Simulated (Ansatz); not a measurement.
# H$_{3}$NbO$_{4}$: what the fields show

The calculation's input:

```
crystal:
  periodic: [false, false, false]
  atoms:
    - {symbol: Nb, position_ang: [-0.049473, 0.002868, 0.030547]}
    - {symbol: O, position_ang: [-1.481049, 0.237599, 0.911426]}
    - {symbol: O, position_ang: [1.429695, 0.337878, 1.168158]}
    - {symbol: O, position_ang: [-0.030409, 1.204473, -1.435775]}
    - {symbol: O, position_ang: [-0.001825, -1.787250, -0.591975]}
    - {symbol: H, position_ang: [1.491248, 0.598744, 2.091301]}
    - {symbol: H, position_ang: [-0.654052, 1.872093, -1.734746]}
    - {symbol: H, position_ang: [-0.612036, -2.523606, -0.494736]}
basis:
  gaussian:
    orbitals: def2-TZVPD
hamiltonian:
  xc: pbe0
output: {forces: true, orbitals: {seedname: orbitals}}
```

Launched as:

```sh
ansatz run input.yaml --threads 2 --pin off --max-ram 5220MiB --events-out events.jsonl --progress --plain --runs-dir runs
```

Geometry: PBE0-D4/def2-SVP; core potentials replace the inner electrons of Nb.

All numbers below come from isolated molecule in a Gaussian basis; Kohn-Sham density functional theory, functional PBE0 in Ansatz.

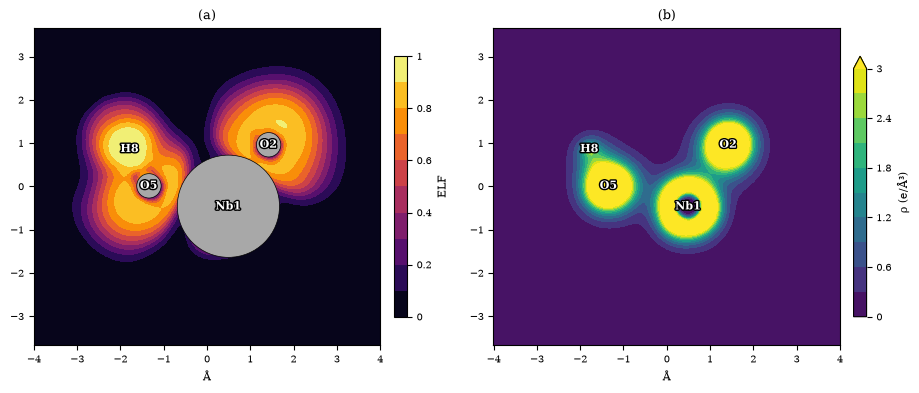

Figure 1. (a) electron localisation function; (b) electron density on the plane of atoms Nb1, O5 and H8. Grey discs cover the atomic cores in the ELF map.

**Read the bonding off the picture.**

The section cuts through Nb, O and H sites. Nb–O (1.70 Å): the density is about 1.8 e/Å³ at the midpoint; the ELF peaks at about 0.80 in the valence shell of O, 0.5 Å from its nucleus, and drops to about 0.40 between the two atoms. O–H (0.96 Å): the density is about 3.8 e/Å³ at the midpoint; the ELF climbs to about 1 towards the hydrogen, as it does in any bond to H; a covalent bond by its length. Nb–O (1.90 Å): the density is about 1 e/Å³ at the midpoint; the ELF peaks at about 0.85 in the valence shell of O, 0.5 Å from its nucleus, and drops to about 0.25 between the two atoms.

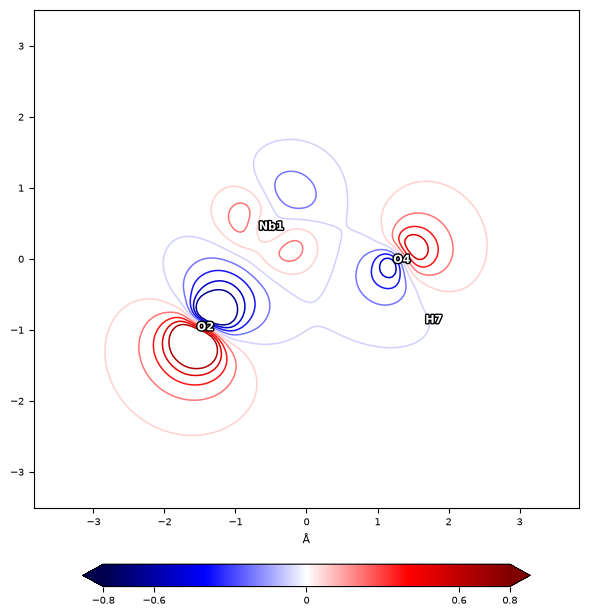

Figure 2. The HOMO−1 on the plane of atoms Nb1, O4 and H7 (values in Å⁻³ᐟ²; the overall sign is arbitrary).

**What is the character of this orbital?**

It lies mainly on O2 (about 50 %), Nb1 (about 15 %), O3 (about 10 %), O4 (about 10 %) and O5 (about 10 %); largely a combination of lone pairs on O2, O3, O4 and O5. Its energy is −9.43 eV.

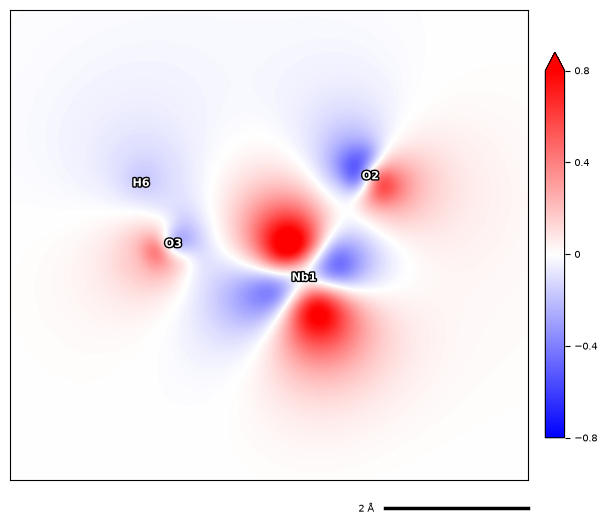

Figure 3. The LUMO on the plane of atoms O2, Nb1 and O3 (values in Å⁻³ᐟ²; the overall sign is arbitrary).

**Where does this orbital lie, and at what energy?**

It lies mainly on Nb1 (about 65 %), O2 (about 10 %), O3 (about 5 %), O4 (about 5 %) and O5 (about 5 %). It is one of a degenerate set, so its orientation is arbitrary. Its energy is −0.76 eV.
